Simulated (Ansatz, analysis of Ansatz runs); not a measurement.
# BaH2 (Pnma), nudged elastic band: V_H hop (3.0 Å) (q = +1), part 2 of 4

How high is the barrier when H changes place in BaH2 (Pnma)? The case: V_H hop (3.0 Å), charge +1, in a cell of 48 host atoms with 1 H taken out.

Ansatz 0.2.0; plane-wave PAW DFT, LDA; nudged elastic band between two relaxed defect structures at fixed charge in a uniform background.

So far: Starting point; Relaxation of the start point, charge +1.

## 3. Relaxation of the end point, charge +1

Level of this step: plane-wave PAW DFT, LDA; relaxation of all atoms of a defect supercell at fixed charge in a uniform background (Ansatz).

The end point is relaxed in the same cell and settings, so that the two energies compare.

Contents of qp1.end/input.yaml:

```yaml
crystal:
  lattice:
    - [-6.53156124, 4.07331751, 7.63914472]
    - [6.53156124, -4.07331751, 7.63914472]
    - [6.53156124, 4.07331751, -7.63914472]
  atoms:
    - { symbol: Ba, position: [0.31925945, 0.07412116, 0.0048617] }
    - { symbol: Ba, position: [0.31925945, 0.57412116, 0.5048617] }
[... 1 atom line left out ...]
    - { symbol: Ba, position: [0.81925945, 0.57412116, 0.0048617] }
    - { symbol: Ba, position: [0.18074055, 0.42587884, 0.9951383] }
[... 1 atom line left out ...]
    - { symbol: Ba, position: [0.68074055, 0.42587884, 0.4951383] }
[... 3 atom lines left out ...]
    - { symbol: Ba, position: [0.68074055, 0.18560225, 0.7548617] }
[... 8 atom lines left out ...]
    - { symbol: H, position: [0.96988562, 0.60861387, 0.88872825] }
    - { symbol: H, position: [0.03011438, 0.39138613, 0.11127175] }
[... 6 atom lines left out ...]
    - { symbol: H, position: [0.46988562, 0.08115737, 0.36127175] }
[... 3 atom lines left out ...]
    - { symbol: H, position: [0.33911477, 0.13913338, 0.55001861] }
[... 5 atom lines left out ...]
    - { symbol: H, position: [0.66088523, 0.36086662, 0.94998139] }
[... 3 atom lines left out ...]
    - { symbol: H, position: [0.66088523, 0.21090384, 0.30001861] }
[... 1 atom line left out ...]
    - { symbol: H, position: [0.33911477, 0.28909616, 0.19998139] }
[... 1 atom line left out ...]
    - { symbol: H, position: [0.534589, 0.395508, 0.610919] }
    - { symbol: H, position: [0.83911477, 0.78909616, 0.19998139] }
total_charge: 1
basis:
  ecutwfc: 420
  xc_grid: 2
hamiltonian:
  xc: lda
kpoints:
  mp_grid: { grid: [1, 1, 1], shift: [0.25, 0.25, 0.25] }
scf:
  occupations: { method: fixed }
  max_iter: 80
output:
  forces: true
relax:
  f_tol: 0.02
  max_steps: 70
  random_displacement: { amplitude: 0.03, seed: 9864 }
```

On the command line:

```sh
ansatz run input.yaml --threads 4 --pin off --max-ram 7536MiB --backend cpu --events-out ev --progress --plain --runs-dir out
```

Numbers of over 12 decimals in the logs are rounded to 6 here.

The log of the run:

```text
[...]
Crystal: 47 atoms, lattice volume = 812.962 Å³
Basis set: ecut = 420 eV, 15881 PW (Γ), exchange–correlation on 150×150×150 points (8 copies of the dense FFT grid, shifted against one another)
Bands: 142, of which v1, the nominal top of the filled ones, is band 95 counted from 1 (94 counted from 0)
Symmetry: 1 space group operations
k-points: 1
[...]
SCF iter   1: F=—  HF=-92990.344635 eV  |F-HF|=—  |Δ(HF+E_count)|=         —  Δρ=1.09e-2  dr2=1.20e0  ethr=1.77e-3  ⟨swp⟩=9.0  Hψ=457  notcnv=0  defer=45
[...]
SCF iter   6: F=-92989.904414 eV  HF=-92989.904414 eV  |F-HF|=2.17e-8  |Δ(HF+E_count)|=   7.72e-6  Δρ=8.11e-6  dr2=5.43e-7  ethr=5.26e-9  ⟨swp⟩=5.0  Hψ=409  notcnv=0
SCF 1 converged in 6 iterations: F = -92989.904414 eV  dr2 = 5.43e-7
[...]
F+E_penalty+E_count = -92990.34716213 eV   max|allowed force component| = 1.616e-2 eV/Å
  atoms:
    - { symbol: Ba, position: [0.323576, 0.079395, 0.005285] }
    - { symbol: Ba, position: [0.318394, 0.572270, 0.503337] }
    [... 1 atom left out ...]
    - { symbol: Ba, position: [0.819293, 0.577896, 0.008011] }
    [... 2 atoms left out ...]
    - { symbol: Ba, position: [0.676645, 0.428516, 0.490709] }
    [... 3 atoms left out ...]
    - { symbol: Ba, position: [0.672037, 0.183545, 0.760957] }
    [... 8 atoms left out ...]
    - { symbol: H, position: [0.965802, 0.596509, 0.880126] }
    - { symbol: H, position: [0.018388, 0.388213, 0.093943] }
    [... 6 atoms left out ...]
    - { symbol: H, position: [0.498289, 0.101051, 0.387524] }
    [... 9 atoms left out ...]
    - { symbol: H, position: [0.659867, 0.367099, 0.956670] }
    [... 3 atoms left out ...]
    - { symbol: H, position: [0.665896, 0.211718, 0.310357] }
    [... 1 atom left out ...]
    - { symbol: H, position: [0.340642, 0.292751, 0.201567] }
    [... 1 atom left out ...]
    - { symbol: H, position: [0.543770, 0.388224, 0.619338] }
    [... 1 atom left out ...]
[key lines of the parts left out:]
SCF converged after 6 iterations
Free energy (F): -92990.347162 eV
Fermi energy:    4.934712 eV
```

The job ended after 29 s (4 threads of Arm Neoverse V2, shared host; peak memory 0.86 GiB; 53 s of CPU time).

Relaxation path:

| step | energy less that of the first step (eV) | largest force component (eV/Å) |
| --- | --- | --- |
| 1 | 0.0000 | 0.8289 |
| 2 | -0.2609 | 0.4977 |
| 3 | -0.4261 | 0.0793 |
| 4 | -0.4427 | 0.0162 |

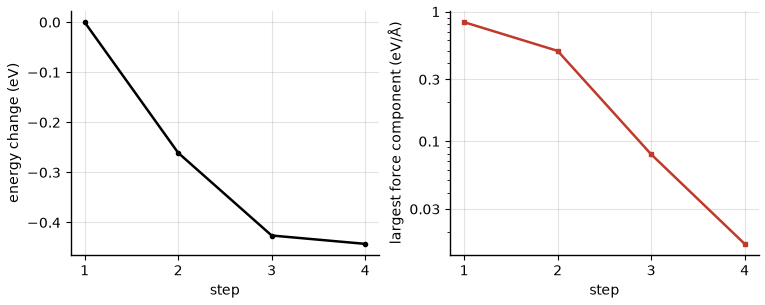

Energy and largest force along the relaxation.

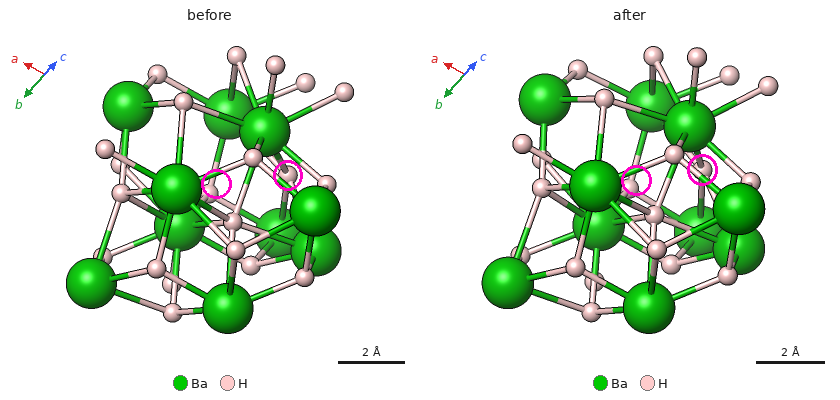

Before and after: the atoms that start within 5 Å of the centre. H28, which moves most, is ringed if it is among them. A ring with no atom in it marks the middle of the ideal hop.

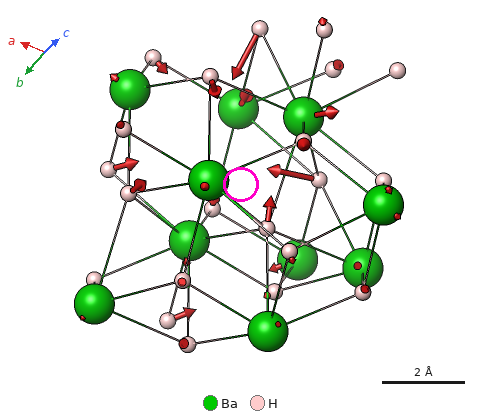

Displacements in the relaxation from the typed sites near the centre, exaggerated, the mean shift taken out; the longest in the cell stands for 0.25 Å. A ring marks the middle of the ideal hop wherever no atom is near it.

The atoms that moved most (Å, from the sites as typed, ahead of the random displacement, the mean shift of all atoms taken out):

| atom | dx | dy | dz | length |
| --- | --- | --- | --- | --- |
| H28 | 0.115 | 0.144 | 0.167 | 0.249 |
| H30 | 0.115 | -0.144 | 0.166 | 0.248 |
| Ba3 | -0.192 | 0.000 | -0.014 | 0.192 |
| Ba11 | 0.082 | 0.000 | -0.130 | 0.154 |
| H24 | 0.035 | 0.000 | -0.131 | 0.135 |
| H46 | -0.053 | 0.104 | -0.051 | 0.127 |
| H20 | -0.109 | 0.000 | -0.059 | 0.124 |
| H21 | -0.058 | -0.103 | 0.017 | 0.120 |

Neighbours of H46 at the end:

| atom | distance (Å) |
| --- | --- |
| Ba7 | 2.725 |
| Ba4 | 2.827 |
| Ba11 | 2.841 |
| Ba2 | 2.929 |
| Ba9 | 2.959 |
| H38 | 2.979 |
| H32 | 3.037 |
| H36 | 3.059 |
| H44 | 3.084 |

This step gave:

* free energy: -92990.3472 eV
* largest move from the ideal geometry of this structure, a common shift of the far atoms taken out: 0.2487 Å

The relaxation gained 0.443 eV and ended with a largest force component of 0.016 eV/Å. The end lies 0.072 eV below the start.

[end of part 2 of 4]

[Logs are printed without paths, hosts, clocks, repeated set-up lines and the standing remarks that a program may print on its own settings, such as how far it seeks lower states.]

[Hosts, paths, dates, database ids (printed as entryN), source tags and the programs' standing remarks are cut or masked in the printed files.]
